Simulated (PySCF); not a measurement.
# Dy(NH2)3: how tightly the ligands are held

What does it cost to pull a ligand from Dy(NH2)3? It is a constructed species; whether it can be made isn't addressed.

Method: PBE0, Dy lcecp-1-SVP with ECP55, N def2-SVP, H def2-SVP; scalar-relativistic core potentials, no spin–orbit coupling; program: PySCF 2.14.0.

4 further runs of the same task are left out: 2 for a known fault of the program, 2 that didn't finish.

## Step 1: Starting geometry

10 atoms, charge 0, spin multiplicity 1.

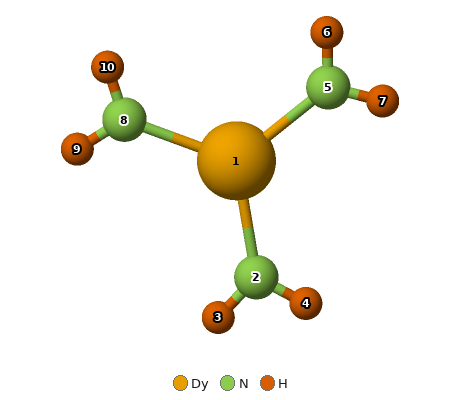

The structure; dysprosium amber, nitrogen green, hydrogen orange; atoms are numbered from 1 in the order of the file.

Coordinates:

```xyz
10

Dy   -0.0047   -0.0068   -0.0517
N     2.1690   -0.0015    0.0080
H     2.7895   -0.8038    0.1223
H     2.7888    0.8068   -0.0618
N    -1.0844    1.8714   -0.2344
H    -2.0944    2.0201   -0.2220
H    -0.6780    2.8039   -0.3217
N    -1.0907   -1.8746    0.1997
H    -0.6932   -2.8059    0.3281
H    -2.1019   -2.0096    0.2335
```

Formal oxidation states: Dy +3. Each metal's 9 4f electrons lie in its core potential, so multiplicities, spins and levels count the valence alone. An earlier session relaxed this geometry at PBE0, Dy lcecp-1-SVP with ECP55, N def2-SVP, H def2-SVP (singlet, point group C3v).

## Step 2: NH2 taken off

The ligand (atoms 2, 3, 4) keeps its formal charge and a closed shell where it can; ligand and rest are solved at the complex's geometry, in vacuum, with the settings of the relaxation.

```tsv
part	charge	state	energy (Eh)
complex	0	singlet	-204.708146
ligand	-1	singlet	-55.728388
rest	1	singlet	-148.587427
```

Wall time 2.2 s (2 threads of Intel Xeon Platinum 8375C at 2.90GHz (Ice Lake), shared host).

## Step 3: Rigid scan of NH2

Atoms 2, 3, 4 move together along the line from atom 1; the distance is to the donor, the donors' midpoint or the ring centre. Each point starts from the density of the one before.

```tsv
distance (Å)	energy from the relaxed point (eV)
1.87	1.028
1.97	0.397
2.07	0.087
2.17	0.000
2.27	0.067
2.37	0.237
2.57	0.754
2.87	1.684
3.27	2.865
3.77	4.057
```

It took 26 s on 2 threads of Intel Xeon Platinum 8375C at 2.90GHz (Ice Lake), shared host.

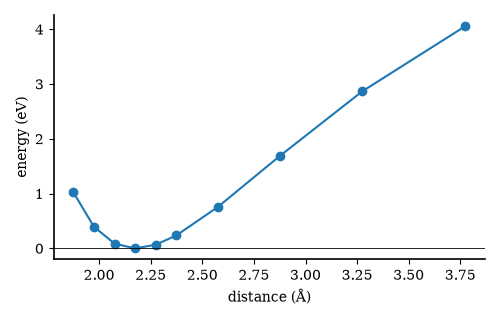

Energy along the rigid scan of NH2.

## Step 4: Results

```
                    quantity       value
              taking off NH2    10.68 eV
stiffness of the NH2 contact  15.4 eV/Å²
```

Taking off NH2 as a fragment of charge -1 costs 10.68 eV, much of it the attraction of the two charges. Near 2.17 Å the NH2 contact has a stiffness of about 15.4 eV/Å², and the energy stands 4.06 eV higher at 3.77 Å. The free anion is solved without diffuse functions, no counterpoise correction is made, and the parts aren't relaxed; each of these makes the binding look larger. These are double-zeta-type bases without diffuse functions. Spin–orbit coupling is left out.
